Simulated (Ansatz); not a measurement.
**Computed scan of one atom of the cell: C (graphite type, space group P6_3/mmc)**

Starting cell, C (graphite type, space group P6_3/mmc):

```
CELL_PARAMETERS angstrom
      2.46500     0.00000     0.00000
     -1.23250     2.13475     0.00000
      0.00000     0.00000     6.73046
ATOMIC_POSITIONS crystal
  C  0.00000 0.00000 0.25000
  C  0.00000 0.00000 0.75000
  C  0.33333 0.66667 0.25000
  C  0.66667 0.33333 0.75000
```

In this cell atom 2 (C, nearest neighbour C at 1.423 Å; its periodic images, 2.5 Å or more away, move with it) is moved by s along Cartesian z, unit vector (0.000, 0.000, 1.000); all other atoms and the cell stay fixed.

The numbers are results of PBE-D3(BJ) (plane waves to 420 eV, PAW, scalar-relativistic; Ansatz, a quantum-chemistry and plane-wave program), not measurements. k mesh 12×12×4 (Γ-centred), Fermi-Dirac smearing 0.05 eV. The energy includes the smearing's −TS. With partly filled bands, energies and forces of such displacements shift with the k mesh and the smearing. C was relaxed with its symmetry unable to fall. ΔE is measured from the undisplaced structure.

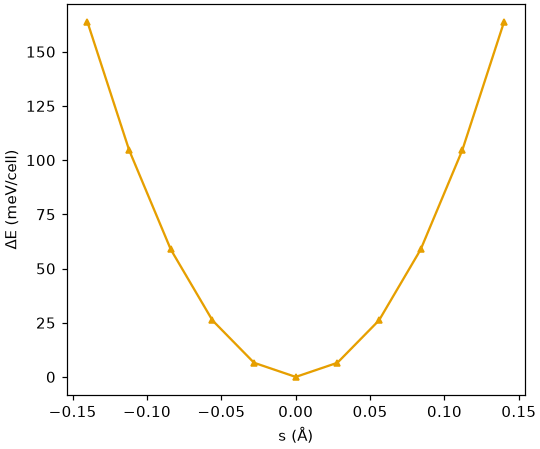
*ΔE (meV/cell) against s (Å); one marker a computed point.*

The energy at s = 0.140 Å is 164 meV/cell and the force along the line at s = -0.140 Å is 2.34 eV/Å. Harmonic estimate at the end of the scan: ½ks² = 163 meV/cell against the computed 164 meV/cell, so the well is close to harmonic there. Shape of the curve: a single well with its minimum at or next to zero displacement. Symmetry of the curve: even: the same for both signs.

With its periodic images moving along, the atom's site symmetry in this cell is -6m2.

(A displaced cell: forces are minus the slopes of the energy, force constants its curvatures, and phonons follow from these.)
